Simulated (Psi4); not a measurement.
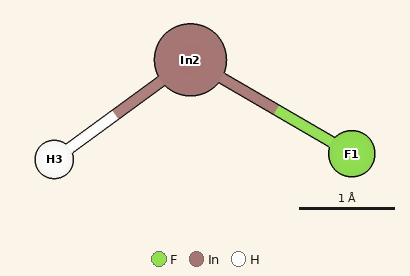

**Figure 1.** The structure (ball-and-stick view, seen on its broad side; atoms are numbered from 1 in the order of the input). Sticks mark near contacts. Bond lengths as drawn: F–In 1.97 Å and H–In 1.78 Å.

Single-point calculation, with input and output: InHF

System: InHF, multiplicity 2.
Method: SCS-OMP2/def2-SV(P), UHF (Psi4 1.11).

The geometry comes from this level: PBE0-D4/def2-TZVP.

**Input file (run.py)**
```python
import psi4

psi4.set_memory('100 MB')
psi4.set_num_threads(1)
psi4.core.set_output_file('run.log', False)

with open('fhin.xyz') as f:
    atoms = ''.join(f.readlines()[2:])
m = psi4.geometry('0 2\n' + atoms + 'no_reorient\nno_com')

psi4.set_options({
    'basis': 'def2-SV(P)',
    'reference': 'uhf',
    'scf_type': 'pk',
    'mp2_type': 'conv',
})

E, wfn = psi4.energy('scs-omp2', molecule=m, return_wfn=True)
print('E =', round(E, 9))
```

**File fhin.xyz**
```
3
FHIn
F      1.088400     0.989500     0.694300
In    -0.522500     0.355100    -0.244800
H     -0.576900    -1.409400    -0.462800
```

Launch command:
```bash
python run.py
```

**Log**
```
psi4.driver.p4util.exceptions.ValidationError: set_memory(): Requested 95.4 MiB (1e+02 MB); minimum 250 MiB (263 MB). Please, sir, I want some more.
```

**What the run reported**

```tsv
quantity	value
outcome	refused by the program
hardware	1 thread of Intel Xeon (Granite Rapids), 128 GiB of memory available, shared host
```

**What went wrong**

Some settings of this run were drawn to be unusual or wrong (memory_mb set to 100). The program refused the input: “psi4.driver.p4util.exceptions.ValidationError: set_memory(): Requested 95.4 MiB (1e+02 MB); minimum 250 MiB (263 MB). Please, sir, I want some more.”
